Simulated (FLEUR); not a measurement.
Band structure of Mo (Im-3m, 1 atom in the cell).

```
CELL_PARAMETERS angstrom
     -1.55784     1.55784     1.55784
      1.55784    -1.55784     1.55784
      1.55784     1.55784    -1.55784
ATOMIC_POSITIONS crystal
  Mo 0.00000 0.00000 0.00000
```

Computed with PBE, all-electron FLAPW (FLEUR), scalar-relativistic valence.

Settings: Kmax = 4.2 1/bohr; GmaxXC = 16.8 1/bohr; xcFunctional = pbe; jspins = 1; l_soc = F; mode = hist; fermiSmearingEnergy = 0.00183747 Htr; mesh (inpgen div1-3) = 10 10 10; inpgen gamma flag = true; Gmax = 16.8 1/bohr; numbands = 0; maxIterBroyd = 15; imix = Anderson; alpha = 0.05.

The starting cell comes from a database of computed structures (which also holds hypothetical and non-ambient phases and stackings), without a prior relaxation at this level. Its lattice was rescaled by a random factor within 2.5 % of one. Spin polarisation is off. Values depend on the basis (sphere radii, cutoffs, local orbitals), which need not be converged.

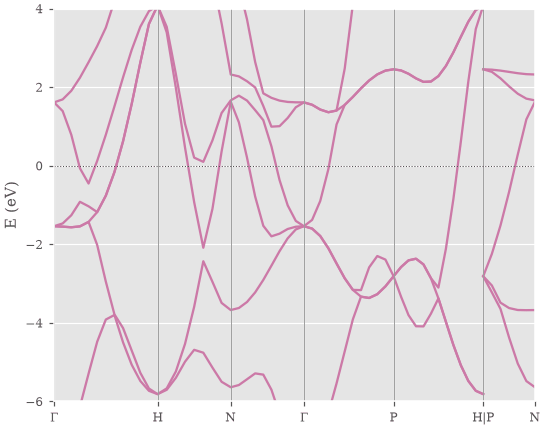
Figure: Bands along the path, energies from the Fermi level.

Levels in eV from the Fermi level, bands 4 to 11:
```tsv
point	4	5	6	7	8	9	10	11
Γ	-34.57	-7.46	-1.54	-1.54	-1.54	1.61	1.61	14.61
H	-35.64	-5.81	-5.81	4.08	4.08	4.08	9.19	9.19
N	-34.58	-5.64	-3.67	1.63	1.66	2.32	4.89	11.84
P	-35.36	-2.81	-2.81	-2.81	2.45	2.45	9.83	11.88
```
